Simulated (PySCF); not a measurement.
| atom | x (Å) | y (Å) | z (Å) |
| --- | --- | --- | --- |
| C | 3.2428 | 0.1025 | 0.0264 |
| O | 1.9279 | 0.3925 | -0.3626 |
| C | 1.0034 | -0.5985 | 0.0287 |
| C | -0.3826 | -0.1939 | -0.4400 |
| C | -0.8641 | 1.1018 | 0.2282 |
| C | -2.3891 | 1.1377 | 0.1107 |
| O | -2.9037 | -0.1782 | 0.2340 |
| Si | -1.8267 | -1.3606 | -0.0287 |
| F | -2.2946 | -2.2537 | -1.2843 |
| H | 3.5956 | -0.8331 | -0.4267 |
| H | 3.3256 | 0.0148 | 1.1176 |
| H | 3.8607 | 0.9291 | -0.3182 |
| H | 1.0213 | -0.7135 | 1.1250 |
| H | 1.2859 | -1.5676 | -0.4127 |
| H | -0.3245 | -0.0356 | -1.5220 |
| H | -0.5913 | 1.0719 | 1.2850 |
| H | -0.4146 | 1.9870 | -0.2178 |
| H | -2.8459 | 1.7468 | 0.8942 |
| H | -2.6973 | 1.5291 | -0.8637 |
| H | -1.7341 | -2.2681 | 1.0924 |

Geometry: GFN2-xTB.

Method: PBE0/pcSseg-1, SCF density, gas phase, non-relativistic (PySCF).

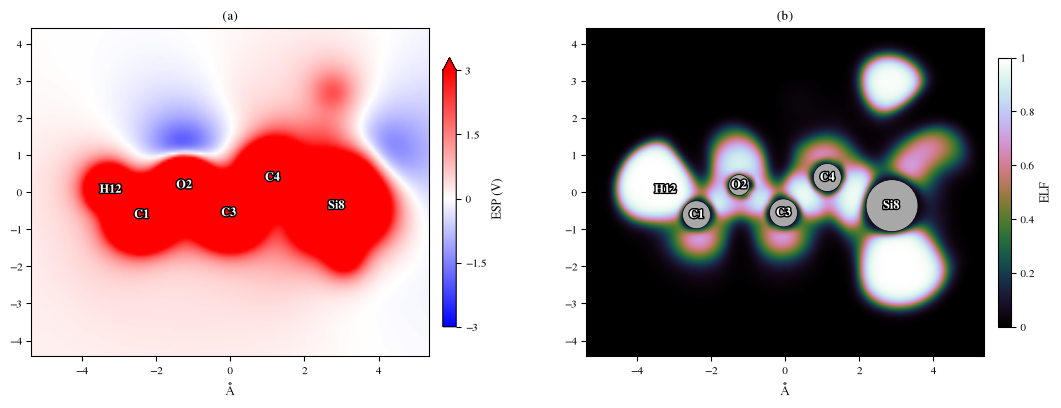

C5H11FO2Si. (a) molecular electrostatic potential; (b) electron localisation function on the plane of atoms C1, O2 and C3. Grey discs cover the atomic cores in the ELF map.

Question: Read the bonding off the picture.

Answer:
- The section cuts through C, O, Si and H sites.
- C–O (1.40 Å): the ELF peaks at about 0.90 between the atoms; a polar covalent bond.
- C–C (1.52 Å): the ELF peaks at about 0.95 between the atoms: a shared electron pair.
- C–Si (1.90 Å): the ELF peaks at about 0.95 between the atoms (localised, covalent bonding).
- C–H (1.09 Å): the ELF climbs to about 1 towards the hydrogen, as it does in any bond to H; an ordinary covalent bond to hydrogen.
- The ELF also peaks beside O2, away from the bonds: lone-pair regions.
- Outside the dense part of the molecule the potential is most negative (−1.9 V) near O2.
